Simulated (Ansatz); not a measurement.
# Fields on a plane of NiO (rock salt)

```xyz
2
Lattice="0.0000 2.1087 2.1087 2.1087 0.0000 2.1087 2.1087 2.1087 0.0000" Properties=species:S:1:pos:R:3 pbc="T T T"
O      0.0000     0.0000     0.0000
Ni     2.1087     2.1087     2.1087
```

The slice is a {100} plane (indices of the conventional cell) through the point (0.000, 0.000, 0.000) (fractional), spanned by u = [100] and v = [0 1 -1] in vectors of this cell: u (2.98 Å) and v (2.98 Å, at 90° to u). It covers one period; positions are fractions (u, v).

Atoms on it: O at (0.00, 0.00); Ni at (0.50, 0.50).

These are PBE (plane waves to 420 eV, PAW, scalar-relativistic; Ansatz, a first-principles code) values and carry that method's errors. k mesh 19×19×19. Inside the PAW spheres the values are not all-electron values, and peaks at nuclei hang on which shells count as valence. NiO is run spin-polarised and with no Hubbard U; the real compound is an antiferromagnetic insulator, a state that this run doesn't describe. NiO was relaxed with its symmetry unable to fall. Relaxed NiO ends ferromagnetic. The PAW data are Ansatz's earlier set. Other magnetic orders were not checked, so this need not be the ground state.

| v \ u | 0.00 | 0.10 | 0.20 | 0.30 | 0.40 | 0.50 | 0.60 | 0.70 | 0.80 | 0.90 |
|---|---|---|---|---|---|---|---|---|---|---|
| 0.90 | x | x | x | 5.7 | 5.7 | 5.3 | 5.7 | 5.7 | x | x |
| 0.80 | x | x | x | 2.8 | <-1.0 | x | <-1.0 | 2.8 | x | x |
| 0.70 | x | 5.8 | 2.8 | x | x | x | x | x | 2.8 | 5.8 |
| 0.60 | 7.3 | 5.8 | <-1.0 | x | x | x | x | x | <-1.0 | 5.8 |
| 0.50 | 7.2 | 5.3 | x | x | x | x | x | x | x | 5.3 |
| 0.40 | 7.3 | 5.8 | <-1.0 | x | x | x | x | x | <-1.0 | 5.8 |
| 0.30 | x | 5.8 | 2.8 | x | x | x | x | x | 2.8 | 5.8 |
| 0.20 | x | x | x | 2.8 | <-1.0 | x | <-1.0 | 2.8 | x | x |
| 0.10 | x | x | x | 5.7 | 5.7 | 5.3 | 5.7 | 5.7 | x | x |
| 0.00 | x | x | x | x | 7.5 | 7.3 | 7.5 | x | x | x |

Values: electrostatic potential energy of an electron, from the cell's mean, in eV. Points within 0.9 Å of a nucleus are blanked (x), as the pseudised field means little there. Values under -1 eV are set to -1. The zero, the cell's mean, hangs on the PAW cores.

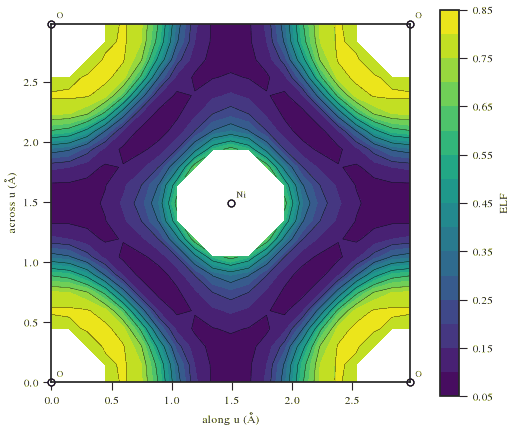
Figure. Electron localisation function (ELF), one period of the plane, atoms marked. Points within 0.4 Å of a nucleus are left white, as the pseudised field means little there.

| Quantity | Value |
|---|---|
| Density on the O–Ni line (2.11 Å) at its density minimum, 1.1 Å from O | 0.43 e/Å³ |
| ELF at that point | 0.1 |
